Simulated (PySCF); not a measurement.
C4H13FOSi3

```yaml
atoms:
  - { symbol: C, position_ang: [-2.1226, 0.8760, -1.9495] }
  - { symbol: Si, position_ang: [-1.4826, -0.6950, -1.0903] }
  - { symbol: C, position_ang: [-2.3057, -0.8291, 0.6289] }
  - { symbol: Si, position_ang: [0.8287, -0.7331, -0.8702] }
  - { symbol: C, position_ang: [1.3287, -0.1498, 0.8981] }
  - { symbol: C, position_ang: [0.6727, 1.1452, 1.0911] }
  - { symbol: O, position_ang: [0.2972, 1.8311, 0.1676] }
  - { symbol: Si, position_ang: [3.2055, 0.1032, 1.0932] }
  - { symbol: F, position_ang: [3.4419, 0.7486, 2.5548] }
  - { symbol: H, position_ang: [-3.2087, 0.9179, -1.9589] }
  - { symbol: H, position_ang: [-1.7812, 0.9283, -2.9792] }
  - { symbol: H, position_ang: [-1.7576, 1.7623, -1.4389] }
  - { symbol: H, position_ang: [-1.9395, -1.8634, -1.8756] }
  - { symbol: H, position_ang: [-1.9800, -1.7217, 1.1565] }
  - { symbol: H, position_ang: [-3.3888, -0.8705, 0.5557] }
  - { symbol: H, position_ang: [-2.0559, 0.0290, 1.2478] }
  - { symbol: H, position_ang: [1.6019, 0.0731, -1.8205] }
  - { symbol: H, position_ang: [1.4391, -2.0753, -0.9650] }
  - { symbol: H, position_ang: [1.0274, -0.8433, 1.6866] }
  - { symbol: H, position_ang: [0.5357, 1.4879, 2.1347] }
  - { symbol: H, position_ang: [3.8822, -1.1812, 1.1464] }
  - { symbol: H, position_ang: [3.7513, 1.0793, 0.1694] }
```

Geometry: GFN2-xTB.

Level of theory: PySCF 2.14.0, PBE0/pcSseg-1, SCF density, gas phase, non-relativistic.

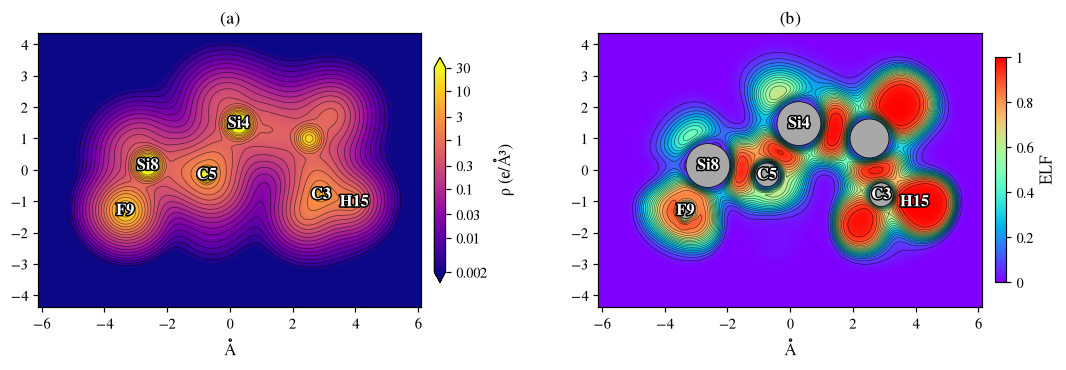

Figure 1. (a) total electron density; (b) ELF on the plane of atoms Si4, C5 and Si8. Grey discs cover the atomic cores in the ELF map.

### Read the bonding off the picture.

The section cuts through C, Si, F and H sites. Si–F (1.62 Å): ρ is about 1.1 e/Å³ halfway; the ELF peaks at about 0.85 in the valence shell of F, 0.5 Å from its nucleus, and is about 0.55 at the midpoint. C–Si (1.93 Å): the density is about 0.84 e/Å³ at the midpoint; the ELF peaks at about 0.95 between the atoms: a covalent bond. C–H (1.09 Å): ρ at the midpoint is about 1.9 e/Å³; the ELF climbs to about 1 towards the hydrogen, as it does in any bond to H; an ordinary covalent bond to hydrogen. The ELF also peaks beside F9, away from the bonds: lone-pair regions.

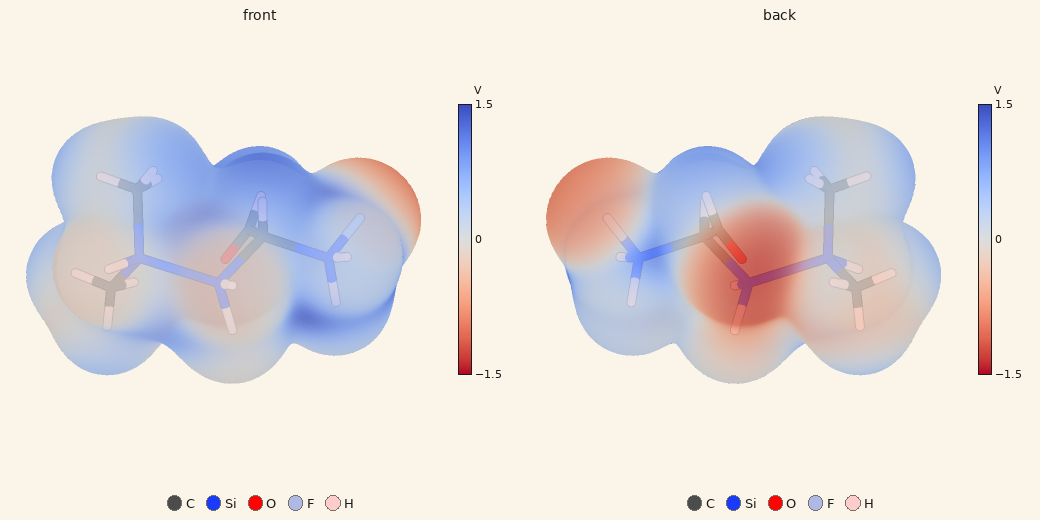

Figure 2. The electrostatic potential painted on the density surface at 0.001 e/bohr³, seen from the front and from behind; red is negative and blue positive.

### Which sites attract a positive test charge, and which a negative one?

A positive charge is drawn to the negative regions and a negative charge to the positive ones. The most negative region (about −1.2 V) lies over O7, the most positive (about +1.1 V) over Si8 and H19. O7 is the likeliest acceptor of a hydrogen bond.

### What dipole moment does the calculation give?

Its dipole moment is 1.70 D.
